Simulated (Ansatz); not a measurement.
Consider Hf$_{4}$N.

Input file:

```
crystal:
  lattice:
    - [0.0, 4.5570570206, 4.5570570206]
    - [4.5570570206, 0.0, 4.5570570206]
    - [4.5570570206, 4.5570570206, 0.0]
  atoms:
    - { symbol: Hf, position: [0.8825456047, 0.352363186, 0.8825456047] }
    - { symbol: Hf, position: [0.8825456047, 0.8825456047, 0.8825456047] }
    - { symbol: Hf, position: [0.352363186, 0.8825456047, 0.8825456047] }
    - { symbol: Hf, position: [0.8825456047, 0.8825456047, 0.352363186] }
    - { symbol: "N", position: [0.75, 0.75, 0.75] }
basis:
  ecutwfc: 420
kpoints:
  mp_grid: { grid: [8, 8, 8] }
hamiltonian:
  xc: pbe
scf:
  occupations: { method: gaussian, width: 0.1 }
output:
  forces: true
  stress: true
  eigenvalues: true
  write_density: true
  write_potential: true
  elf: true
  volumetric_format: npy
relax:
  adjacent_minimum: "off"
  f_tol: 0.01
  max_steps: 80
  cell: { stress_tol: 0.05 }
```

Run with:

```sh
ansatz run input.yaml --threads 1 --pin off --max-ram 2560MiB --backend cpu --events-out ev --progress --plain --runs-dir out
```

Below, planes, directions and counts refer to the conventional cell (a = 9.12 Å, b = 9.12 Å, c = 9.12 Å, α = 90.00°, β = 90.00°, γ = 90.00°).

The fields are those of the relaxed geometry.

Space group F-43m; a structure generated by program, which may or may not match a known phase; computed without spin polarisation.

Theory: Ansatz, DFT PBE, scalar-relativistic, plane waves, PAW.

Predict the valence pseudo-density and electron localisation function between the atoms.

Answer. Hf–N (2.09 Å): ρ at the midpoint is about 0.8 e/Å³; the ELF peaks at about 0.80 in the valence shell of N, 0.6 Å from its nucleus, and drops to about 0.20 between the two atoms: no localised pair shows between them.
Hf–Hf (3.03 Å): ρ is about 0.25 e/Å³ halfway; the ELF is about 0.35 at the midpoint.
The ELF has a maximum of about 0.75 in the space between the atoms, 1.8 Å from four Hf atoms, on no atom or two-centre bond.

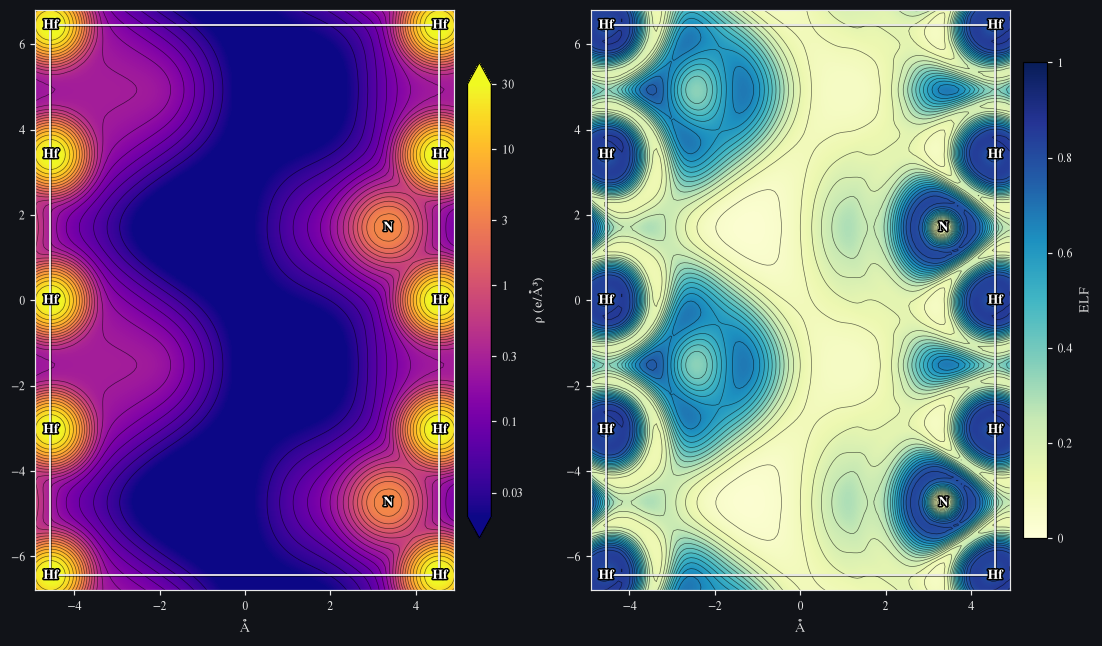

Computed valence pseudo-density and electron localisation function on the (011) plane of the conventional cell, in this order. 
